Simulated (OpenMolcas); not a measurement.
# GaHCl2O (SMILES [OH][Ga]([Cl])[Cl]): levels of theory compared

Wanted: a comparison of 6 runs (B2PLYP/def2-SVP, M06-L/def2-SVP, PBE0/def2-SVP, SVWN5/def2-SVP, B3LYP/6-31G*, CCSD(T)/def2-SVP) of GaHCl2O. 

Program for the calculation: OpenMolcas 26.06.

1 further run of the same task is left out (set aside as unsound or not needed).

## Step 1: Starting point

GaHCl2O: 5 atoms, total charge 0, spin state singlet. SMILES: `[OH][Ga]([Cl])[Cl]`. The O1–H5 distance was set to 1.442 Å, away from the relaxed value. At this shape a bond of the SMILES string is far longer than usual.

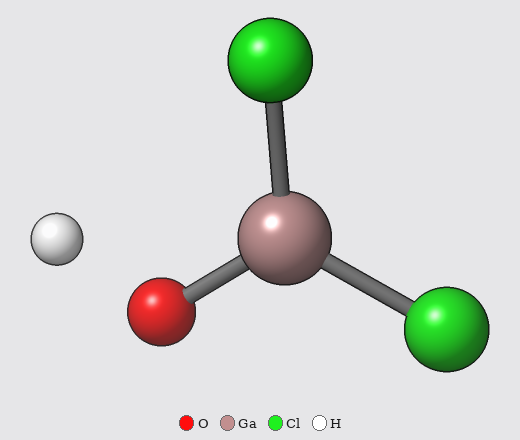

Viewed from a chosen angle; oxygen red, gallium pink, chlorine green, hydrogen white.

## Step 2: The energy at B2PLYP/def2-SVP (run 1)

The input, struct.xyz:

```xyz
5

O      0.589329     1.113215     0.491835
Ga     0.453329    -0.635885     0.302735
Cl     1.834829    -1.876285     1.303635
Cl    -1.073071    -1.477685    -0.909865
H     -0.415200     1.837400    -0.246000
```

The input, run.input:

```
&gateway
baslib
$CurrDir
coord
struct.xyz
basis
def2-SVP
group
NoSym
&seward
gridinput
Grid=UltraFine
End of Grid
&scf
ksdft
B2PLYP_SCF
thresholds
1e-10 1e-07 1e-07 1e-05
prorbitals
0
&mbpt2
frozen
20
```

The basis set def2-SVP is read from a file made from the Basis Set Exchange's data (not shown).

Launch:

```sh
$ export MOLCAS_MEM=1860
$ pymolcas run.input > run.log
```

What it wrote:

```text
--- Start Module: gateway ---
[...]
--- Stop Module: gateway /rc=_RC_ALL_IS_WELL_ ---
[...]
      Basis functions           87
[...]
--- Start Module: scf ---
[...]
       Convergence after  15 Iterations
[...]
::    Total KS-DFT energy                           -2919.5886975905
[...]
      Total spin, S                                     0.0000000000
[...]
      Total electronic charge=   74.000000
      Total            charge=   -0.000000
[...]
      Dipole Moment (debye):
      Origin of the operator (angstrom)=    0.4292   -0.9075    0.2711
                   X= -1.2421E+00               Y=  1.2410E+00               Z= -8.9631E-01           Total=  1.9714E+00
      Quadrupole Moment (debye*angstrom):
[...]
--- Stop Module: scf /rc=_RC_ALL_IS_WELL_ ---
[...]
--- Start Module: mbpt2 ---
[...]
 ###    WARNING: MP2 implementation intended for RHF references only         ###
 ###############################################################################
MBPT2 WARNING: Reference function according to RunFile:KS-DFT
I'll assume you know what you're doing and continue
WARNING!
Default frozen orbitals as non valence orbitals is overwritten by user input.
Default values:  25
[...]
       Reference weight ( Cref**2 )         =        0.73891
::    Total MBPT2 energy                            -2920.4300910750
[...]
      Total MBPT2 calculations                           0.60      0.71
--- Stop Module: mbpt2 /rc=_RC_ALL_IS_WELL_ ---
[...]
```

Wall time 23 s (1 thread of Intel Xeon Platinum 8259CL at 2.50GHz (Skylake/Cascade Lake), shared host); peak memory 0.48 GiB.

## Step 3: A single-point energy at M06-L/def2-SVP (run 2)

The input, mol.input:

```
&GATEWAY
  BasLib=$CurrDir
  Coord
  5
  angstrom
  O        0.589329       1.113215       0.491835
  Ga       0.453329      -0.635885       0.302735
  Cl       1.834829      -1.876285       1.303635
  Cl      -1.073071      -1.477685      -0.909865
  H       -0.415200       1.837400      -0.246000
  Basis=def2-SVP
  Group=NoSym

&SEWARD
  GridInput
  Grid=UltraFine
  End of Grid

&SCF
  KSDFT=M06L
  Thresholds=1e-10 1e-07 1e-07 1e-05
  PrOrbitals=1
```

The basis set def2-SVP is read from a file made from the Basis Set Exchange's data (not shown).

Launch:

```sh
$ export MOLCAS_MEM=1860
$ pymolcas mol.input > mol.log
```

What it wrote:

```text
--- Start Module: gateway ---
[...]
--- Stop Module: gateway /rc=_RC_ALL_IS_WELL_ ---
--- Start Module: seward ---
[...]
      Basis functions           87
--- Stop Module: seward /rc=_RC_ALL_IS_WELL_ ---
[...]
--- Start Module: scf ---
[...]
       Convergence after  17 Iterations
[...]
::    Total KS-DFT energy                           -2920.4877198639
[...]
      Total spin, S                                     0.0000000000
[...]
      Total electronic charge=   74.000000
      Total            charge=   -0.000000
[...]
      Dipole Moment (debye):
      Origin of the operator (angstrom)=    0.4292   -0.9075    0.2711
                   X= -1.1420E+00               Y=  1.5094E+00               Z= -8.0632E-01           Total=  2.0573E+00
      Quadrupole Moment (debye*angstrom):
[...]
--- Stop Module: scf /rc=_RC_ALL_IS_WELL_ ---
[...]
```

Run time: 29 s. Hardware: 1 thread of Intel Xeon Platinum 8259CL at 2.50GHz (Skylake/Cascade Lake), shared host; peak memory 0.48 GiB.

## Step 4: The energy at PBE0/def2-SVP (run 3)

The input, geom.xyz:

```xyz
5

O      0.589329     1.113215     0.491835
Ga     0.453329    -0.635885     0.302735
Cl     1.834829    -1.876285     1.303635
Cl    -1.073071    -1.477685    -0.909865
H     -0.415200     1.837400    -0.246000
```

The input, run.inp:

```
>>> EXPORT MOLCAS_PRINT=2

&GATEWAY
 BasLib
 $CurrDir
 Coord
 geom.xyz
 Basis
 def2-SVP
 Group
 NoSym

&SEWARD
 GridInput
 Grid=UltraFine
 End of Grid

&SCF
 KSDFT
 PBE0
 Thresholds
 1e-10 1e-07 1e-07 1e-05
 PrOrbitals
 1 1
```

The basis set def2-SVP is read from a file made from the Basis Set Exchange's data (not shown).

Launch:

```sh
$ export MOLCAS_MEM=1860
$ pymolcas run.inp > run.log
```

What it wrote:

```text
--- Start Module: gateway ---
[...]
--- Stop Module: gateway /rc=_RC_ALL_IS_WELL_ ---
--- Start Module: seward ---
[...]
      Basis functions           87
--- Stop Module: seward /rc=_RC_ALL_IS_WELL_ ---
[...]
--- Start Module: scf ---
[...]
       Convergence after  14 Iterations
[...]
::    Total KS-DFT energy                           -2919.9043553849
[...]
      Total spin, S                                     0.0000000000
[...]
      Total electronic charge=   74.000000
      Total            charge=   -0.000000
[...]
      Dipole Moment (debye):
      Origin of the operator (angstrom)=    0.4292   -0.9075    0.2711
                   X= -1.1910E+00               Y=  1.3740E+00               Z= -8.5055E-01           Total=  2.0074E+00
      Quadrupole Moment (debye*angstrom):
[...]
--- Stop Module: scf /rc=_RC_ALL_IS_WELL_ ---
[...]
```

Wall time 22 s (1 thread of Intel Xeon Platinum 8259CL at 2.50GHz (Skylake/Cascade Lake), shared host); peak memory 0.48 GiB.

Runs 4 to 5 aren't shown in full; the table further down has their settings and results.

## Step 5: A single-point energy at CCSD(T)/def2-SVP (run 6)

The input, run.inp:

```
&gateway
 baslib
 $CurrDir
 basisset
 O.def2-SVP....
 O1 0.589329 1.113215 0.491835 angstrom
 End of Basis
 basisset
 Ga.def2-SVP....
 Ga2 0.453329 -0.635885 0.302735 angstrom
 End of Basis
 basisset
 Cl.def2-SVP....
 Cl3 1.834829 -1.876285 1.303635 angstrom
 Cl4 -1.073071 -1.477685 -0.909865 angstrom
 End of Basis
 basisset
 H.def2-SVP....
 H5 -0.415200 1.837400 -0.246000 angstrom
 End of Basis

&seward

&scf
 thresholds
 1e-10 1e-07 1e-07 1e-05
 prorbitals
 1 2

&rasscf
 fileorb
 $Project.ScfOrb
 spin
 1
 nactel
 0 0 0
 inactive
 37
 ras2
 0
 outorbitals
 Canonical
 orblisting
 Nothing

&motra
 jobiph
 frozen
 20

&ccsdt
 cct
 triples
 2
 iterations
 80
 accuracy
 1e-08
 extrapolation
 5 4
```

The basis set def2-SVP is read from a file made from the Basis Set Exchange's data (not shown).

Launch:

```sh
$ export MOLCAS_MEM=1860
$ pymolcas run.inp > run.log
```

What it wrote:

```text
--- Start Module: gateway ---
[...]
--- Stop Module: gateway /rc=_RC_ALL_IS_WELL_ ---
[...]
      Basis functions           87
[...]
       Convergence after  17 Iterations
[...]
::    Total SCF energy                              -2917.1405298287
[...]
      Total spin, S                                     0.0000000000
[...]
      Number of active orbitals                  0
[...]
      Spin quantum number                      0.0
[...]
      Active orbitals                            0
[...]
      Number of CSFs                             1
[...]
      Number of root(s) required                 1
[...]
      Convergence after  4 iterations
[...]
      Natural orbitals and occupation numbers for root  1
      ************************************************************************************************************************
      *                                                    Final results                                                     *
      ************************************************************************************************************************
[...]
::    RASSCF root number  1 Total energy:  -2917.14052983
[...]
      Total electronic charge=   74.000000
      Total            charge=   -0.000000
[...]
      Dipole Moment (debye):
      Origin of the operator (angstrom)=    0.4292   -0.9075    0.2711
                   X= -1.3638E+00               Y=  1.2345E+00               Z= -9.9034E-01           Total=  2.0892E+00
      Quadrupole Moment (debye*angstrom):
[...]
--- Start Module: motra ---
[...]
      *** WARNING: Default frozen orbitals is overwritten by user input.
      *** Default values:  25
[...]
--- Stop Module: motra /rc=_RC_ALL_IS_WELL_ ---
[...]
--- Start Module: ccsdt ---
[...]
      Convergence after                    20  Iterations
      Total energy (diff) :   -2917.83301600       0.00000000
[...]
 METHOD                       : CCSD+T(CCSD)+<T3(1)WT1> = CCSD(T)
[...]
       CCSD     =     -2917.8330159956827
[...]
--- Stop Module: ccsdt /rc=_RC_ALL_IS_WELL_ ---
[...]
```

Run time: 87 s. Hardware: 1 thread of Intel Xeon Platinum 8259CL at 2.50GHz (Skylake/Cascade Lake), shared host; peak memory 0.48 GiB.

## Step 6: All runs side by side

| run | level | frozen core orbitals | Cartesian functions | energy (Eh) | dipole moment (D) of the reference | HOMO energy (eV) | LUMO energy (eV) | wall time |
| --- | --- | --- | --- | --- | --- | --- | --- | --- |
| 1 | B2PLYP/def2-SVP | 20 | no | -2919.815874 | 1.97 | -10.35 | -1.03 | 23 s |
| 2 | M06-L/def2-SVP | – | no | -2920.487720 | 2.06 | -7.75 | -3.11 | 29 s |
| 3 | PBE0/def2-SVP | – | no | -2919.904355 | 2.01 | -9.06 | -2.45 | 22 s |
| 4 | SVWN5/def2-SVP | – | no | -2914.029590 | 2.04 | -7.47 | -3.63 | 17 s |
| 5 | B3LYP/6-31G* (Cartesian functions) | – | yes | -2920.896617 | 1.95 | -8.88 | -2.93 | 31 s |
| 6 | CCSD(T)/def2-SVP | 20 | no | -2917.852662 | 2.09 | -12.56 | 1.32 | 87 s |

## Step 7: Summary of results

| quantity | value |
| --- | --- |
| run 6: total energy | -2917.85266 Eh |
| run 6: dipole moment (mean-field density) | 2.09 D |
| run 6: HOMO energy (Hartree–Fock orbitals) | -12.56 eV |
| run 6: LUMO energy (Hartree–Fock orbitals) | 1.32 eV |
| run 6: HOMO–LUMO gap (Hartree–Fock orbitals) | 13.89 eV |
| run 6: correlation energy (20 core orbitals frozen) | -712.1 mEh |
| run 6: (T) correction | -19.65 mEh |

In words: Over runs 1, 2, 3, 4, 5 the dipole moment (its size) runs from 1.95 D (B3LYP/6-31G*) to 2.06 D (M06-L/def2-SVP). The two ends differ in method and basis. Over runs 1, 2, 3, 4, 5 the HOMO–LUMO gap runs from 3.84 eV (SVWN5/def2-SVP) to 9.32 eV (B2PLYP/def2-SVP). A double hybrid's value is that of its SCF part. For B2PLYP the log adds the whole second-order term; the table takes 0.27 of it, as the functional is defined. Totals of different functionals can't be ranked against each other. All runs together took 3.5 min, the longest 87 s.
